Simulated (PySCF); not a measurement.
**CH₃NS: geometry, coupled-cluster ionisations and excitations**

What coupled-cluster ionisations and excitations should CH₃NS (`NC=S`) show?

Computed with PySCF 2.14.0, with density-fitted response routines of our own, on a single molecule in the gas phase. Atoms are numbered from 0 throughout.

### Step 1. The molecule as given

6 atoms, charge 0, multiplicity 1; geometry from: GFN2-xTB.

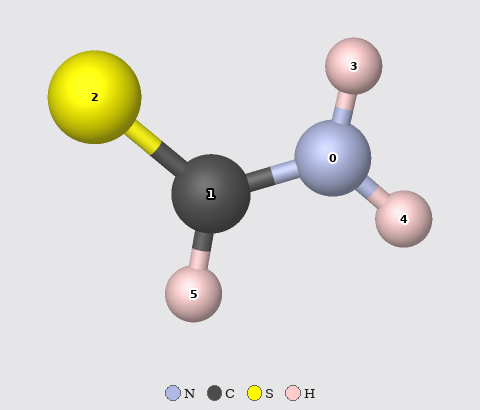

As it starts; nitrogen light blue, carbon dark grey, sulfur yellow, hydrogen pink, atoms numbered.

### Step 2. Relaxing the molecule at PBE0-D3(BJ)/def2-TZVP

What the job is given:

```
{"job": {"xc": "PBE0", "basis": "def2-TZVP", "d3": "d3bj", "grid": 2, "kind": "geom"}, "charge": 0, "multiplicity": 1}
N     -1.568920     0.354960     0.013680
C     -0.268290     0.642800    -0.101990
S      0.916570    -0.462970     0.037830
H     -1.831420    -0.600870     0.196980
H     -2.288970     1.051160    -0.075060
H     -0.038670     1.685650    -0.300240
```

The program printed:

```text
step   0  E = -492.65358487  max force = 0.008183
step   1  E = -492.65203912  max force = 0.017245
step   2  E = -492.65374063  max force = 0.004927
step   3  E = -492.65397175  max force = 0.001798
step   4  E = -492.65397841  max force = 0.001162
step   5  E = -492.65399818  max force = 0.000256
step   6  E = -492.65399825  max force = 0.000086
optimisation converged
```

Wall time 17 s (4 threads of Arm Neoverse V2, shared host).

Relaxation path: (the energy doesn't fall at every step)

```csv
step,energy from step 0 (eV),largest force component (eV/Å)
0,0.0000,0.4208
1,0.0421,0.8868
2,-0.0042,0.2534
3,-0.0105,0.0925
4,-0.0107,0.0598
5,-0.0112,0.0132
6,-0.0112,0.0044
```

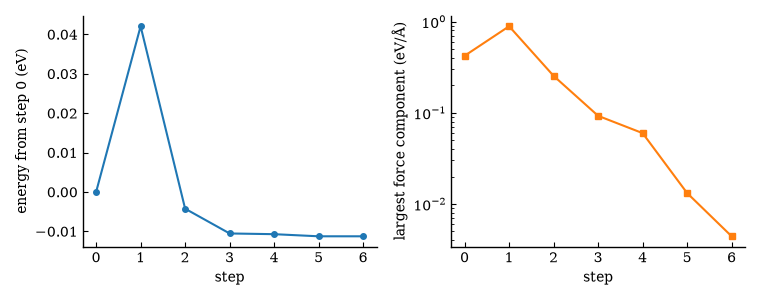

Energy and largest force along the relaxation.

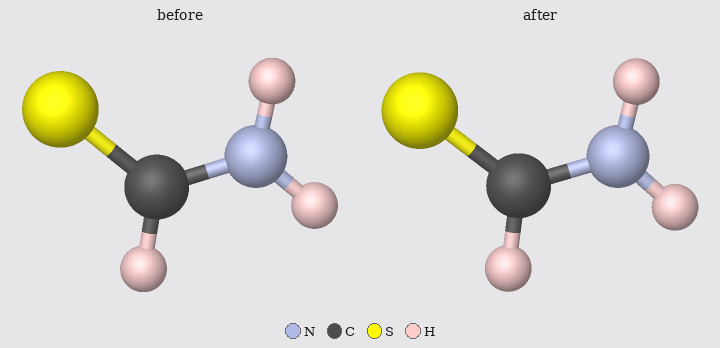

The geometry before (left) and after (right).

Close pairs (by a distance rule), those that changed most:

```csv
bond,before (Å),after (Å),change (Å)
C1–H5,1.086,1.092,+0.006
C1–S2,1.627,1.630,+0.003
N0–C1,1.337,1.334,-0.003
N0–H3,1.008,1.007,-0.001
N0–H4,1.006,1.005,-0.001
```

The next job starts from the end point, and lists it.

```csv
at the end point,value
point group (found at 0.08 Å tolerance),Cs
"rotational constants (GHz, main isotopes)","63.140, 6.130, 5.588"
dipole moment (D),4.43
```

### Step 3. EOM-CCSD: aug-cc-pVDZ

What the job is given:

```
{"job": {"kind": "eom", "basis": "aug-cc-pVDZ", "nip": 2, "nee": 6}, "charge": 0, "multiplicity": 1}
N     -1.568075     0.351015     0.014280
C     -0.266508     0.622136    -0.098536
S      0.951541    -0.453039     0.033505
H     -1.858623    -0.595860     0.198117
H     -2.266009     1.068041    -0.079241
H     -0.072027     1.678438    -0.296926
```

Level: EOM-CCSD/aug-cc-pVDZ, vertical, frozen core, gas phase.

The program printed:

```text
E(HF) = -491.6078776030
E(MP2) = -492.0636454047
E(CCSD) = -492.0904266406
T1 diagnostic = 0.0185

EOM-IP-CCSD (eV)   Koopmans (eV)
   8.5469       9.0317
   9.1454       9.4066

EOM-EE-CCSD singlets (eV): 3.5480 5.0577 5.5420 5.6729 6.0503 6.3604

EOM-EE-CCSD triplets (eV): 3.3481 3.4897 5.2277
```

Wall time 2 min (4 threads of Arm Neoverse V2, shared host).

The ionised states, with their leading hole:

```csv
hole,EOM-IP-CCSD (eV),Koopmans (eV),difference,one-hole weight
HOMO,8.55,9.03,-0.48,0.95
HOMO−1,9.15,9.41,-0.26,0.95
```

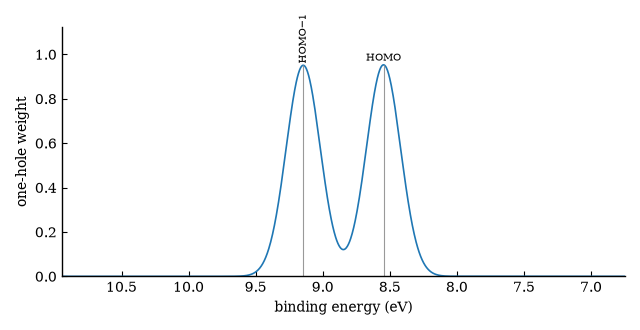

Valence photoelectron lines. Lines are broadened to a width of 0.30 eV (Gaussian).

Excited states (Hartree-Fock orbitals):

```csv
state,eV,main excitations
singlet 1,3.55,"HOMO→LUMO+3 0.84, HOMO→LUMO+12 0.09"
singlet 2,5.06,"HOMO−1→LUMO+3 0.52, HOMO→LUMO 0.25"
singlet 3,5.54,"HOMO→LUMO 0.49, HOMO−1→LUMO+3 0.22"
singlet 4,5.67,"HOMO−1→LUMO 0.77, HOMO−1→LUMO+6 0.09"
singlet 5,6.05,HOMO→LUMO+1 0.77
singlet 6,6.36,"HOMO→LUMO+2 0.59, HOMO→LUMO+4 0.15"
triplet 1,3.35,"HOMO→LUMO+3 0.83, HOMO→LUMO+12 0.09"
triplet 2,3.49,"HOMO−1→LUMO+3 0.81, HOMO−1→LUMO+12 0.11"
triplet 3,5.23,"HOMO→LUMO 0.67, HOMO→LUMO+2 0.14"
```

### Step 4. Summary of results

```
                            quantity                  value
                         point group                     Cs
rotational constants (main isotopes)  63.14, 6.13, 5.59 GHz
    correlation energy, MP2 and CCSD      -12.40, -13.13 eV
                       T1 diagnostic                 0.0185
      first ionisation (EOM-IP-CCSD)                8.55 eV
        lowest singlet (EOM-EE-CCSD)                3.55 eV
```

What this shows: Relaxing lowered the energy by 0.011 eV in 6 steps; the close pair that moved most is C1–H5, from 1.086 to 1.092 Å. No frequency check was run at this level, so the end point may be a saddle. MP2 recovers 94 % of the CCSD correlation energy. For the hole of the first ionisation, Koopmans' theorem lies 0.48 eV above EOM-IP-CCSD.
